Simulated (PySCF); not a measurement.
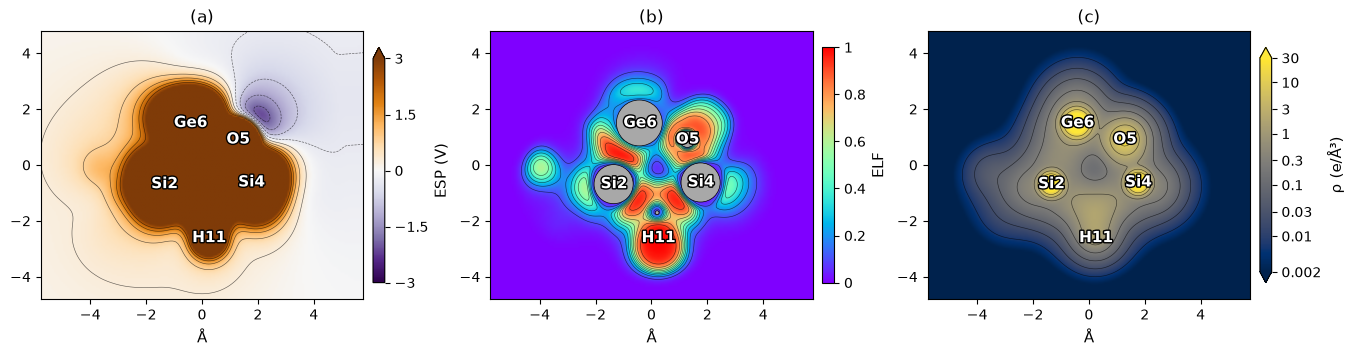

C2H10GeOSi2. (a) electrostatic potential; (b) electron localisation function; (c) electron density on the plane of atoms Si2, Ge6 and O5. Grey discs cover the atomic cores in the ELF map.

Geometry: GFN2-xTB.

Level of theory: CAM-B3LYP/def2-SVPD, SCF density, gas phase (PySCF).

```
atom    x (Å)    y (Å)    z (Å)
   C   2.3673  -0.0796  -0.7401
  Si   0.8684  -0.2910   0.4097
   C  -0.5507  -1.3091  -0.3406
  Si  -2.2204  -0.4362   0.0381
   O  -1.8931   1.0811   0.4676
  Ge  -0.2435   1.7756   0.7760
   H   2.0900   0.4012  -1.6745
   H   2.8106  -1.0406  -0.9791
   H   3.1338   0.5279  -0.2688
   H   1.2876  -0.8265   1.7197
   H  -0.5551  -2.3271   0.0430
   H  -0.4208  -1.3915  -1.4197
   H  -3.0459  -0.3696  -1.1661
   H  -2.8707  -1.1063   1.1652
   H  -0.4884   2.4278   2.1341
   H  -0.2767   2.9728  -0.1759
```

**Interpret the plot.**

The section cuts through Si, O, Ge and H sites. Si–O (1.61 Å): ρ is about 1.2 e/Å³ halfway; the ELF peaks at about 0.85 between the atoms: a polar covalent bond. Ge–O (1.82 Å): ρ is about 0.85 e/Å³ halfway; the ELF peaks at about 0.85 in the valence shell of O, 0.6 Å from its nucleus, and is about 0.30 at the midpoint. Si–Ge (2.38 Å): the density is about 0.63 e/Å³ at the midpoint; the ELF peaks at about 0.95 between the atoms: a covalent bond. The ELF also peaks beside O5, away from the bonds: lone-pair regions. Outside the dense part of the molecule the potential is most negative (−2.1 V) near O5.
